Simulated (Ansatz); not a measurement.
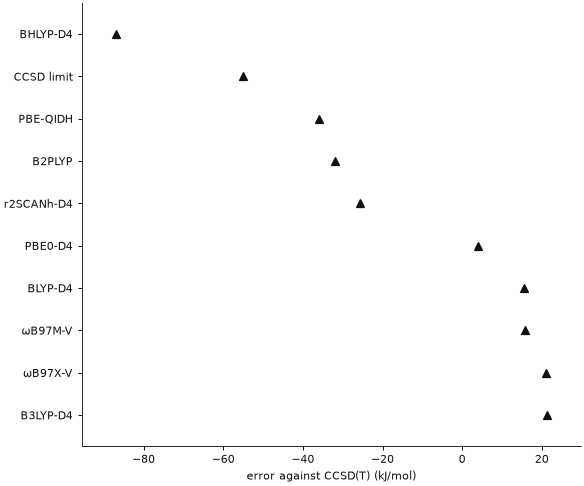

Error in the electronic atomisation energy (method less reference, so positive means overbinding) of C₂H₇NSi, SMILES C=NC[SiH3]: functionals in def2-TZVPP against frozen-core CCSD(T) at the limit (MP2 extrapolated from triple and quadruple zeta, plus CCSD(T) less MP2 in a smaller set), which gives 3924.2 kJ/mol, at a PBE0-D4/def2-TZVP geometry (a minimum by its frequencies), no zero-point or spin-orbit term, the Ansatz code. The reference leaves out core correlation, a term that grows with the number of heavy atoms. PBE-QIDH and B2PLYP hold a correlation term that converges slowly with the basis, so part of the distance to the limit is basis error. No dispersion term is added to PBE-QIDH and B2PLYP. Limit means the basis limit.

> What range do the values span?

From −86.9 kJ/mol (BHLYP-D4) to 21.2 kJ/mol (B3LYP-D4).

> Which of these levels overbind, and which underbind?

Overbind: ωB97X-V and B3LYP-D4. Underbind: BHLYP-D4, CCSD limit, PBE-QIDH, B2PLYP and r2SCANh-D4. Within 20 kJ/mol of zero, too close to call in view of what the reference leaves out: PBE0-D4, BLYP-D4 and ωB97M-V.

Caveats, for all or some of the runs: one conformer of a flexible molecule.
